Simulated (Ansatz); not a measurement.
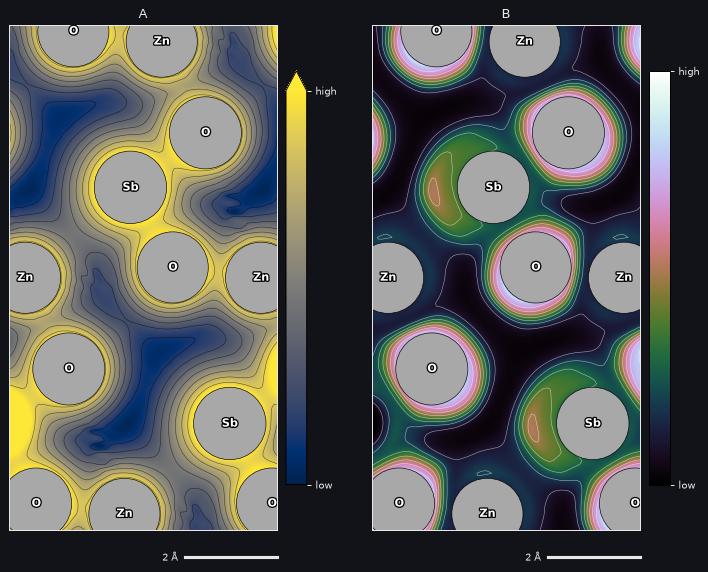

Zn₂SbO₄: 2 fields on the (010) plane of the conventional cell, with unlabelled colour scales. Grey discs cover the atomic cores.

Space group Pm; a generated structure, not necessarily the stable one; computed without spin polarisation.

Computed with DFT PBE, scalar-relativistic, plane waves, PAW in Ansatz.

> The panels show electron localisation function and valence pseudo-density in some order. Assign them.

Panel A: valence pseudo-density. Panel B: electron localisation function. From the grid: Zn–O (1.93 Å): ρ at the midpoint is about 0.65 e/Å³; the ELF peaks at about 0.85 in the valence shell of O, 0.6 Å from its nucleus, and is about 0.25 at the midpoint: no localised pair shows between them. Sb–O (1.97 Å): ρ is about 0.85 e/Å³ halfway; the ELF peaks at about 0.75 in the valence shell of O, 0.6 Å from its nucleus, and is about 0.30 at the midpoint.
